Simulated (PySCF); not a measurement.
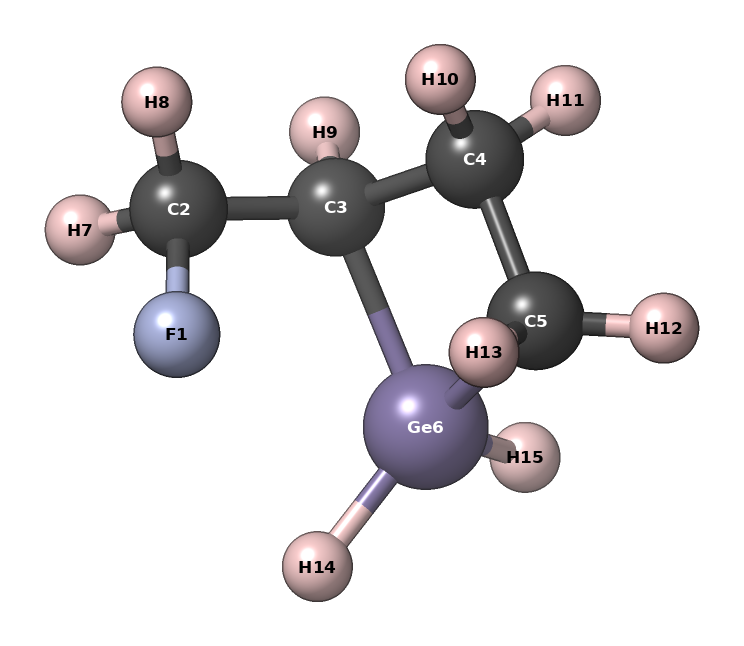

Computed geometry: GFN2-xTB optimisation. No frequency run is at hand to confirm it as a minimum. Properties computed with B3LYP/pcJ-1 (pcSseg-1 on Ge) indirect spin-spin coupling, non-relativistic, gas phase (PySCF 2.14.0). Isotopes: 13C, 19F, 1H.

Give the spin–spin coupling constants of these pairs, with the number of bonds between them: F1/C2, F1/C3, F1/H8, F1/H7, F1/H9, F1/C4.

```tsv
pair	bonds apart	J (Hz)
F1, C2	1	−204.9
F1, C3	2	27.7
F1, H8	2	60.5
F1, H7	2	51.5
F1, H9	3	52.7
F1, C4	3	−2.8
```

Density functionals are unreliable for couplings to fluorine, so those rows may be far off.

The geometry is semi-empirical. Around Ge such bond lengths and angles can be off by a tenth of an ångström or more and by several degrees, and values that hang on the shape move with them.
